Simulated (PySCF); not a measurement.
# C6H8N: the cost of one run

Computed with PySCF 2.14.0 and routines of our own; the level stands in each step. Atoms count from 0.

## 1. The starting structure

15 atoms, charge 1, multiplicity 1; geometry from: BHandHLYP/def2-SVP.

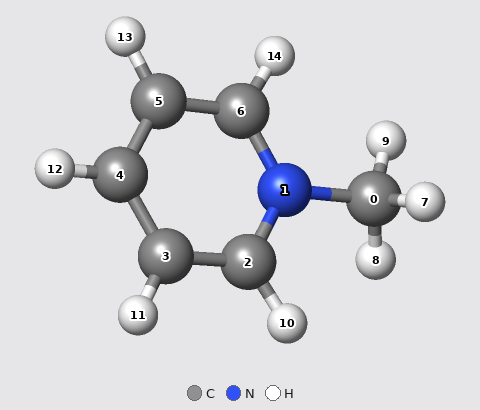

The starting geometry (carbon grey, nitrogen blue, hydrogen white).

## 2. Excited-state relaxation: TDA BHandHLYP/def2-SVP

The job: settings as JSON, then the geometry in Å.

```
{"job": {"kind": "xopt", "state": "S1", "method": "TDA", "freq": false, "xc": "BHandHLYP", "basis": "def2-SVP", "grid": 1}, "charge": 1, "multiplicity": 1}
C      2.027561    -0.233454     0.008737
N      0.570064    -0.044670     0.075653
C     -0.225632    -1.126415     0.109148
C     -1.592067    -0.996286     0.198878
C     -2.146767     0.277131     0.254235
C     -1.309076     1.383322     0.218576
C      0.052122     1.191235     0.128488
H      2.393446    -0.576917     0.977123
H      2.259430    -0.969706    -0.759368
H      2.499093     0.712564    -0.245862
H      0.265952    -2.090732     0.061926
H     -2.209814    -1.885497     0.222459
H     -3.221489     0.404536     0.323405
H     -1.699988     2.392516     0.258005
H      0.753543     2.015647     0.096497
```

Level: TDA BHandHLYP/def2-SVP excited-state geometry optimisation, gas phase.

On the command line:

```bash
$ OMP_NUM_THREADS=1 python excited_run.py task.json out
```

This one command runs all jobs of the session in turn.

**Question.** How long does this first job take on 1 thread of Arm Neoverse V2, shared host, and how much memory does it need?

About 91 s, with a peak of 0.9 GiB.
